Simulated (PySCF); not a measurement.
H₂ClF₃Si₂, SMILES F[Si](F)(F)[SiH2]Cl at its PBE/def2-SVP optimised geometry (Å):

```
8

F      1.0540    -0.7734     0.0000
Si    -0.5676    -0.7734     0.0000
F     -1.0530    -1.4365    -1.4007
F     -1.0540     0.7734     0.0000
Si    -1.4602    -1.9638     1.8065
Cl    -0.8324    -1.0422     3.5630
H     -0.9696    -3.3814     1.7724
H     -2.9585    -1.9387     1.7269
```

Level of theory: PySCF with PBE/def2-TZVP. Cells within 0.4 Å of a nucleus heavier than hydrogen are left out (blank, or x).

Map of the electrostatic potential (hartree/e), clipped to [-0.08, 0.12] on the plane z = 0.0 Å:

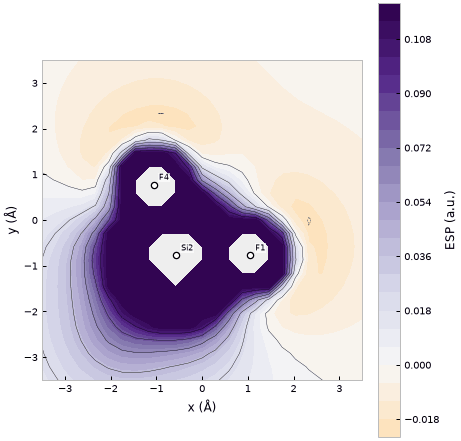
Electrostatic potential (hartree/e), clipped to [-0.08, 0.12] on the plane z = 0.0 Å.
